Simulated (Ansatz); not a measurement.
# What a change does: single-point calculation on MoClO2F

System: MoClO2F.
Method of run A: RKS SPW92 (LDA)/def2-TZVPP (Ansatz 0.2.0).

The geometry comes from this level: PBE0-D4/def2-TZVP. Text and figures count atoms from 1; the logs count them from 0 in places.

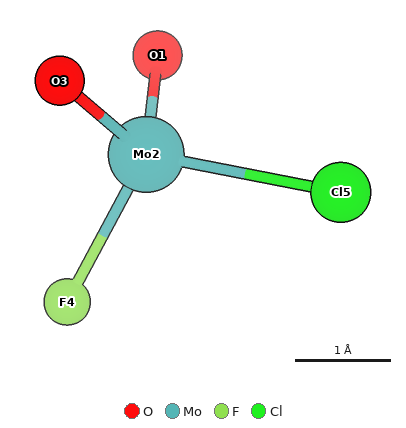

Figure 1. The input geometry (ball-and-stick view, seen at a tilt; atoms are numbered from 1 in the order of the input). Sticks mark near contacts. Bond lengths as drawn: Cl–Mo 2.24 Å, F–Mo 1.84 Å and Mo–O 1.66 Å.

Input file, run A:
```yaml
crystal:
  periodic: [false, false, false]
  atoms:
    - {symbol: O, position_ang: [-0.550499, -0.162399, 1.591086]}
    - {symbol: Mo, position_ang: [0.006268, -0.103759, 0.025437]}
    - {symbol: O, position_ang: [1.496361, -0.841528, 0.023675]}
    - {symbol: F, position_ang: [-1.144242, -1.004011, -1.086958]}
    - {symbol: Cl, position_ang: [0.242013, 2.037996, -0.594639]}
basis:
  gaussian: {orbitals: def2-TZVPP}
hamiltonian: {xc: lda}
output: {orbitals: {seedname: orbitals}}
```

Launched with:
```bash
ansatz run in.yaml --threads 4 --pin off --events-out ev --progress --plain --max-ram 10444MiB
```

Hardware: 4 threads of Arm Neoverse V1, 23 GiB of memory available, shared host.

Output (run A):
```
Functional definition: SPW92
  exchange = slater_x
  correlation = pw_c
1051 factors; their error is unknown
mean field evaluation 1: about -21091.7979 eV, gradient 1.1e2 eV
mean field evaluation 2: about -20700.6177 eV, gradient 3.8e2 eV
mean field evaluation 4: about -21104.5311 eV, gradient 6.1e1 eV
mean field evaluation 8: about -21109.9695 eV, gradient 8.8e-1 eV
mean field evaluation 16: about -21109.9579 eV, gradient 7.8e-3 eV
mean field -21109.95794805 eV, -775.7766457475 hartree, gradient 8.1e-5 eV, S^2 0.000000; 0 other end points of the search recorded, 0 dependent functions left out
reference -21109.95800100 eV, -775.7766476935 hartree; 28, 28 occupied and 163, 163 virtual orbitals, 1051 factors
Total energy: -21109.95800100 eV, -775.7766476935 hartree
```

The input of run B differs as follows (lines with − go, lines with + come):
```diff
-hamiltonian: {xc: lda}
+hamiltonian: {xc: pbe0, dispersion: d4}
```

Predict how the results change.

The total energies belong to different models, so their difference says nothing on which is more stable or more accurate. The HOMO goes from −8.59 to −10.00 eV. The LUMO goes from −4.44 to −3.51 eV.

Output (run B):
```
Functional definition: PBE0
  parameter a = 0.25
  parameter kappa = 0.804
  parameter beta = 0.06672455060314922
  exchange = (1 - a)*pbe_x(kappa = kappa, mu = beta*pi^2/3) + a*exact_x
  correlation = pbe_c(beta = beta)
1152 factors; their error is unknown
mean field evaluation 1: about -21170.8704 eV, gradient 9.9e1 eV
mean field evaluation 2: about -20941.6853 eV, gradient 3.5e2 eV
mean field evaluation 4: about -21185.4655 eV, gradient 3.2e1 eV
mean field evaluation 8: about -21186.9348 eV, gradient 3.2e-1 eV
mean field evaluation 16: about -21187.0646 eV, gradient 1.5e-3 eV
mean field -21187.06461287 eV, -778.6102634147 hartree, gradient 8.4e-5 eV, S^2 0.000000; 0 other end points of the search recorded, 0 dependent functions left out
reference -21187.06465302 eV, -778.6102648904 hartree; 28, 28 occupied and 163, 163 virtual orbitals, 1152 factors
Total energy: -21187.19508492 eV, -778.6150581743 hartree
```

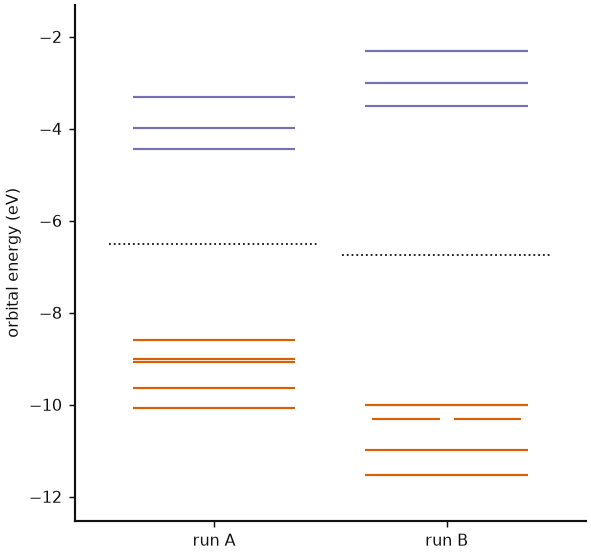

Figure 2. The five highest filled and three lowest empty orbital energies of the two runs; the dotted lines part filled from empty levels. The HOMO–LUMO gap is 4.14 eV in run A and 6.50 eV in run B.

The two runs side by side:

```csv
quantity,run A,run B
outcome,converged,converged
total energy (hartree),−775.776648,−778.615058
HOMO (eV),−8.59,−10.00
LUMO (eV),−4.44,−3.51
basis functions,191,191
wall time (shared host),0.95 s,2.3 s
```
